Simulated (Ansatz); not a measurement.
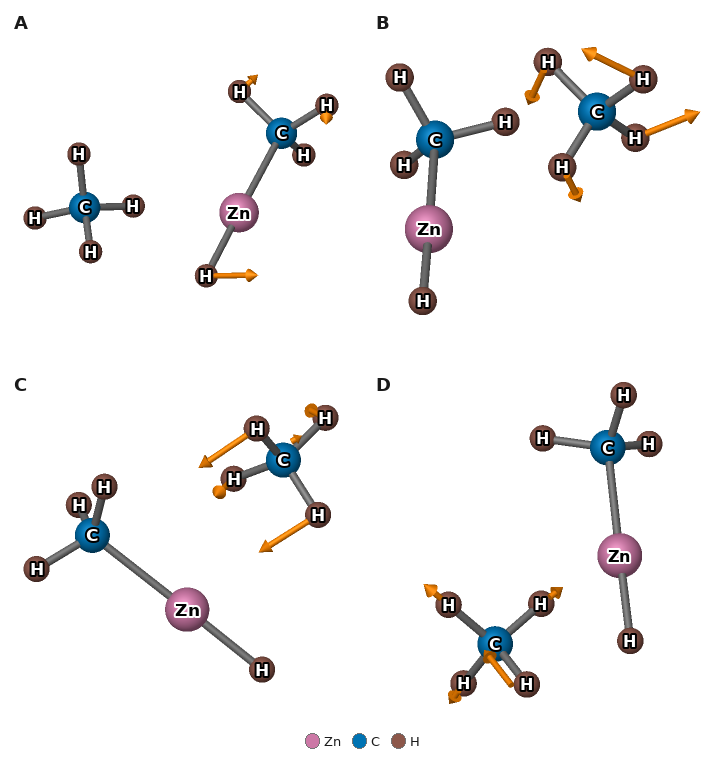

4 normal modes of one molecule or complex, as arrows. Harmonic vibrations computed with RKS PBE0-D4/def2-TZVP (Ansatz 0.2.0) at a stationary point of the same level.

Match the panels to the wavenumbers 78 cm⁻¹, 445 cm⁻¹, 1324 cm⁻¹, 3159 cm⁻¹.

A: 445 cm⁻¹
B: 78 cm⁻¹
C: 1324 cm⁻¹, H–C–H bending
D: 3159 cm⁻¹, C–H stretching
